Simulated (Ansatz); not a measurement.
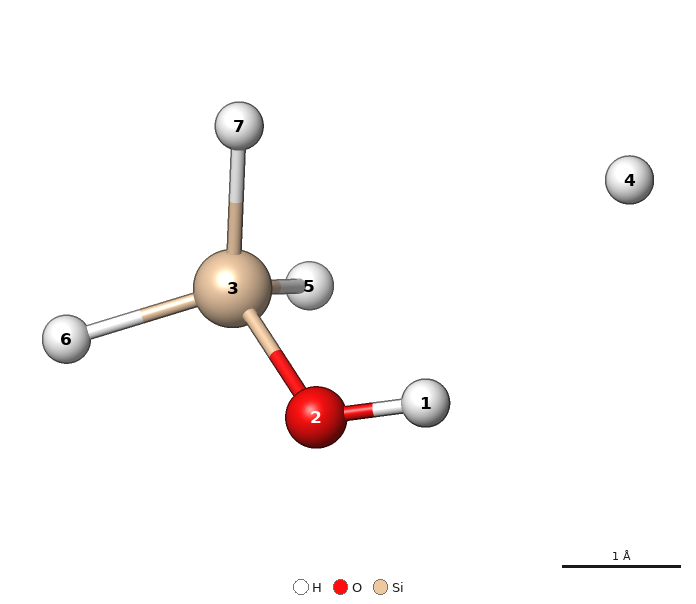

The atoms are numbered. Charge 0, doublet. Computed geometry: PBE0-D4/def2-TZVP optimisation. No frequency run is at hand to confirm it as a minimum.

What is the geometry at O2?

O2 has 2 neighbours (H1 at 0.96, Si3 at 1.65 Å); the arrangement is bent.

Describe the coordination of atom 3.

Si3 has 4 neighbours (O2 at 1.65, H5 at 1.49, H6 at 1.48, H7 at 1.49 Å); the arrangement is tetrahedral.
